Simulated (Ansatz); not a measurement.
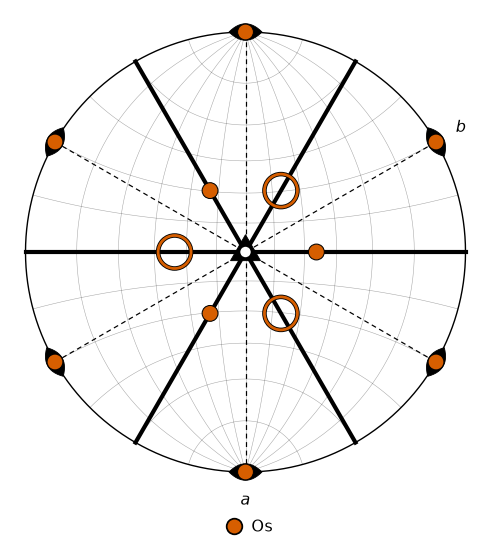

For Os, the end point of a relaxation with Ansatz, DFT, LDA (PW92), plane waves (420 eV) with PAW, scalar-relativistic; the starting structure was generated, so it need not be a known form of this composition: directions from one osmium atom at (0, 0, 0) to its bonded neighbours, in stereographic projection down c (filled: above the plane of the page or in it, open: below). Geometry calculated from the standardised cell; symmetry tolerance 0.002 Å.

Neighbours are counted up to 3.00 Å for Os. The symmetry elements of the site are drawn in: heavy lines are mirror planes (a heavy rim: a mirror in the plane of the page); lens, triangle, square and hexagon are 2-, 3-, 4- and 6-fold axes, a lens in an open square is −4, a triangle in an open hexagon −6; thin dashed diameters join the ends of axes that lie in the page; a small open circle marks inversion.

```
Os
1.0
     2.70459    0.00000    0.00000
    -1.35229    2.34224    0.00000
     0.00000    0.00000    8.68367
Os
4
Direct
  0.00000 0.00000 0.00000
  0.00000 0.00000 0.50000
  0.33333 0.66667 0.25000
  0.66667 0.33333 0.75000
```

**How many neighbours are there, and at what angles?**

12: 6 Os at 2.67 Å, 6 Os at 2.70 Å. Angles between bonds: 60° (18×), 61° (6×), 90° (12×), 119° (6×), 120° (18×), 180° (6×).

**What is the site's symmetry in the crystal?**

Point group -3m (D3d), order 12: one threefold axis, three twofold axes, three mirror planes, an inversion centre. In P6_3/mmc, No. 194 this is Wyckoff position 2a.
